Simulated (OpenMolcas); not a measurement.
# doublet CH6GeSi+ at 6 levels

We compute a comparison of 6 runs (UHF/STO-3G, UB3LYP/6-31G*, UB3LYP/cc-pVDZ, UBHLYP/cc-pVDZ, UBLYP/cc-pVDZ, UTPSS/cc-pVDZ) of doublet CH6GeSi+. 

Program for the calculation: OpenMolcas 26.06.

## 1. The molecule

CH6GeSi+ has 9 atoms, charge +1, and is taken as a doublet. SMILES of the parent species: `[CH2]1[SiH2][GeH2]1`. The shape is that of a PBE0-D4/def2-TZVP optimisation. That shape belongs to the parent species and isn't relaxed for this state.

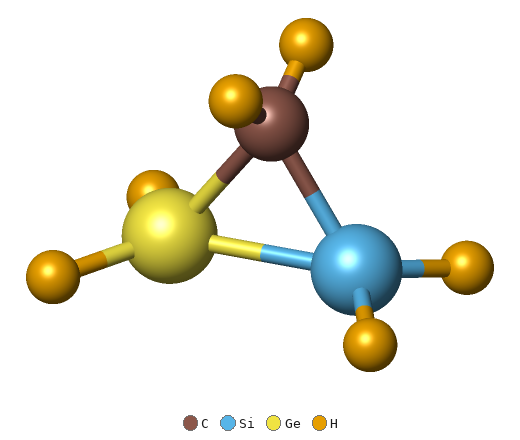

The structure, seen from a chosen angle (carbon brown, silicon blue, germanium yellow, hydrogen amber).

## 2. The energy at UHF/STO-3G (run 1)

run.inp

```
* CH6GeSi Hartree-Fock
&GATEWAY
BasLib=$CurrDir
Coord
9
angstrom
C       -0.726700       0.082100      -0.693700
Si       0.887500       0.879500      -0.151400
Ge      -0.040700      -0.948100       0.885700
H       -1.647500       0.636600      -0.532900
H       -0.737600      -0.453300      -1.639500
H        0.802100       2.227300       0.458900
H        2.050400       0.731400      -1.058000
H        0.399400      -2.377500       0.568600
H       -0.898400      -0.824300       2.145300
Basis=STO-3G
Group=NoSym
&SEWARD
&SCF
UHF
Charge=1
Spin=2
Thresholds=1e-10 1e-07 1e-07 1e-05
PrOrbitals=1 1
```

The basis set STO-3G is read from a file made from the Basis Set Exchange's data (not shown).

Launch:

```console
export MOLCAS_MEM=1860
pymolcas run.inp > run.log
```

The log of the run:

```text
--- Start Module: gateway ---
[...]
--- Stop Module: gateway /rc=_RC_ALL_IS_WELL_ ---
--- Start Module: seward ---
[...]
      Basis functions           38
--- Stop Module: seward /rc=_RC_ALL_IS_WELL_ ---
[...]
--- Start Module: scf ---
[...]
       Convergence after  21 Iterations
[...]
::    Total SCF energy                              -2378.0025842037
[...]
      Total spin, S                                     0.5039402723
[...]
      Total electronic charge=   57.000000
      Total            charge=    1.000000
[...]
      Dipole Moment (debye):
      Origin of the operator (angstrom)=    0.1090   -0.3715    0.4407
                   X=  1.3559E+00               Y=  1.6243E+00               Z= -4.8395E-01           Total=  2.1704E+00
      Center of Charge (angstrom)
[...]
--- Stop Module: scf /rc=_RC_ALL_IS_WELL_ ---
[...]
```

Run time: 3.9 s. Hardware: 1 thread of AMD EPYC 7R43 (Zen 3), shared host; peak memory 0.37 GiB.

## 3. The energy at UB3LYP/6-31G(d) (Cartesian functions) (run 2)

mol.input

```
>>> EXPORT MOLCAS_PRINT=2

&GATEWAY
  BASLIB=$CurrDir
  BASISSET
  C.6-31Gs....
  C1 -0.726700 0.082100 -0.693700 angstrom
  End of Basis
  BASISSET
  Si.6-31Gs....
  Si2 0.887500 0.879500 -0.151400 angstrom
  End of Basis
  BASISSET
  Ge.6-31Gs....
  Ge3 -0.040700 -0.948100 0.885700 angstrom
  End of Basis
  BASISSET
  H.6-31Gs....
  H4 -1.647500 0.636600 -0.532900 angstrom
  H5 -0.737600 -0.453300 -1.639500 angstrom
  H6 0.802100 2.227300 0.458900 angstrom
  H7 2.050400 0.731400 -1.058000 angstrom
  H8 0.399400 -2.377500 0.568600 angstrom
  H9 -0.898400 -0.824300 2.145300 angstrom
  End of Basis

&SEWARD
  GRIDINPUT
  Grid=UltraFine
  End of Grid

&SCF
  UHF
  CHARGE=1
  SPIN=2
  KSDFT=B3LYP
  THRESHOLDS=1e-10 1e-07 1e-07 1e-05
  PRORBITALS=1 1
```

The basis set 6-31G* is read from a file made from the Basis Set Exchange's data (not shown).

Launch:

```console
export MOLCAS_MEM=1860
pymolcas mol.input > mol.log
```

The log of the run:

```text
--- Start Module: gateway ---
[...]
--- Stop Module: gateway /rc=_RC_ALL_IS_WELL_ ---
--- Start Module: seward ---
[...]
      Basis functions           81
--- Stop Module: seward /rc=_RC_ALL_IS_WELL_ ---
[...]
--- Start Module: scf ---
[...]
       Convergence after  21 Iterations
[...]
::    Total KS-DFT energy                           -2407.6131845873
[...]
      Total spin, S                                     0.5010389955
[...]
      Total electronic charge=   57.000000
      Total            charge=    1.000000
[...]
      Dipole Moment (debye):
      Origin of the operator (angstrom)=    0.1090   -0.3715    0.4407
                   X=  4.8066E-01               Y=  1.3846E+00               Z= -9.6827E-01           Total=  1.7566E+00
      Center of Charge (angstrom)
[...]
--- Stop Module: scf /rc=_RC_ALL_IS_WELL_ ---
[...]
```

Wall time 61 s (1 thread of AMD EPYC 7R43 (Zen 3), shared host); peak memory 0.45 GiB.

Run 3 isn't shown in full; the table further down has it.

## 4. A single-point energy at UBHLYP/cc-pVDZ (run 4)

mol.inp

```
* CH6GeSi Kohn-Sham DFT
&GATEWAY
BasLib
$CurrDir
Coord
9
bohr
C     -1.37326397     0.15514651    -1.31090301
Si     1.67713194     1.66201413    -0.28610454
Ge    -0.07691185    -1.79164934     1.67373043
H     -3.11332379     1.20299965    -1.00703505
H     -1.39386199    -0.85661285    -3.09820598
H      1.51574932     4.20898700     0.86719532
H      3.87469445     1.38214569    -1.99933024
H      0.75475661    -4.49282386     1.07449827
H     -1.69772995    -1.55770124     4.05402946
Basis
cc-pVDZ
Group
NoSym
&SEWARD
GridInput
Grid=UltraFine
End of Grid
&SCF
UHF
Charge
1
Spin
2
KSDFT
HYB_GGA_XC_BHANDHLYP
Thresholds
1e-10 1e-07 1e-07 1e-05
PrOrbitals
0
```

The basis set cc-pVDZ is read from a file made from the Basis Set Exchange's data (not shown).

Launch:

```console
export MOLCAS_MEM=1860
pymolcas mol.inp > mol.log
```

The log of the run:

```text
--- Start Module: gateway ---
[...]
--- Stop Module: gateway /rc=_RC_ALL_IS_WELL_ ---
--- Start Module: seward ---
[...]
      Basis functions           89
--- Stop Module: seward /rc=_RC_ALL_IS_WELL_ ---
[...]
--- Start Module: scf ---
[...]
       Convergence after  21 Iterations
[...]
::    Total KS-DFT energy                           -2407.7600416738
[...]
      Total spin, S                                     0.5020417778
[...]
      Total electronic charge=   57.000000
      Total            charge=    1.000000
[...]
      Dipole Moment (debye):
      Origin of the operator (angstrom)=    0.1090   -0.3715    0.4407
                   X=  6.1840E-01               Y=  1.4099E+00               Z= -8.7991E-01           Total=  1.7733E+00
      Center of Charge (angstrom)
[...]
--- Stop Module: scf /rc=_RC_ALL_IS_WELL_ ---
[...]
```

It took 93 s on 1 thread of AMD EPYC 7R43 (Zen 3), shared host; peak memory 0.49 GiB.

Run 5 isn't shown in full; the table further down has it.

## 5. A single-point energy at UTPSS/cc-pVDZ (run 6)

coord.xyz

```xyz
9

C     -0.726700     0.082100    -0.693700
Si     0.887500     0.879500    -0.151400
Ge    -0.040700    -0.948100     0.885700
H     -1.647500     0.636600    -0.532900
H     -0.737600    -0.453300    -1.639500
H      0.802100     2.227300     0.458900
H      2.050400     0.731400    -1.058000
H      0.399400    -2.377500     0.568600
H     -0.898400    -0.824300     2.145300
```

job.inp

```
&GATEWAY
  BASLIB=$CurrDir
  COORD=coord.xyz
  BASIS=cc-pVDZ
  GROUP=NoSym

&SEWARD
  GRIDINPUT
  Grid=UltraFine
  End of Grid

&SCF
  UHF
  CHARGE=1
  SPIN=2
  KSDFT=2
  1.0 MGGA_X_TPSS
  1.0 MGGA_C_TPSS
  THRESHOLDS=1e-10 1e-07 1e-07 1e-05
  PRORBITALS=1 1
```

The basis set cc-pVDZ is read from a file made from the Basis Set Exchange's data (not shown).

Launch:

```console
export MOLCAS_MEM=1860
pymolcas job.inp > job.log
```

The log of the run:

```text
--- Start Module: gateway ---
[...]
--- Stop Module: gateway /rc=_RC_ALL_IS_WELL_ ---
--- Start Module: seward ---
[...]
      Basis functions           89
--- Stop Module: seward /rc=_RC_ALL_IS_WELL_ ---
[...]
--- Start Module: scf ---
[...]
       Convergence after  20 Iterations
[...]
::    Total KS-DFT energy                           -2407.8274870905
[...]
      Total spin, S                                     0.5013054691
[...]
      Total electronic charge=   57.000000
      Total            charge=    1.000000
[...]
      Dipole Moment (debye):
      Origin of the operator (angstrom)=    0.1090   -0.3715    0.4407
                   X=  4.5228E-01               Y=  1.3895E+00               Z= -9.9650E-01           Total=  1.7687E+00
      Center of Charge (angstrom)
[...]
--- Stop Module: scf /rc=_RC_ALL_IS_WELL_ ---
[...]
```

It took 2 min on 1 thread of AMD EPYC 7R43 (Zen 3), shared host; peak memory 0.49 GiB.

## 6. All runs side by side

```csv
run,level,Cartesian functions,integration grid,energy (Eh),HOMO energy (eV),LUMO energy (eV),⟨S²⟩,wall time
1,UHF/STO-3G,no,–,-2378.002584,-14.59,-5.15,0.758,3.9 s
2,UB3LYP/6-31G* (Cartesian functions),yes,UltraFine,-2407.613185,-13.30,-10.83,0.752,61 s
3,UB3LYP/cc-pVDZ,no,UltraFine,-2407.875695,-13.32,-10.86,0.752,84 s
4,UBHLYP/cc-pVDZ,no,UltraFine,-2407.760042,-14.54,-9.66,0.754,93 s
5,UBLYP/cc-pVDZ,no,UltraFine,-2407.824564,-12.26,-11.38,0.751,87 s
6,UTPSS/cc-pVDZ,no,UltraFine,-2407.827487,-12.53,-11.41,0.753,2 min
```

## 7. Results

| quantity | value |
| --- | --- |
| run 6: total energy | -2407.82749 Eh |
| run 6: HOMO energy (highest over α and β) | -12.53 eV |
| run 6: LUMO energy (lowest over α and β) | -11.41 eV |
| run 6: ⟨S²⟩ | 0.753 |

**Reading.** Totals of different functionals can't be ranked against each other. In run 1 the basis is minimal, so the values are rough. All runs together took 7.5 min, the longest 2 min.
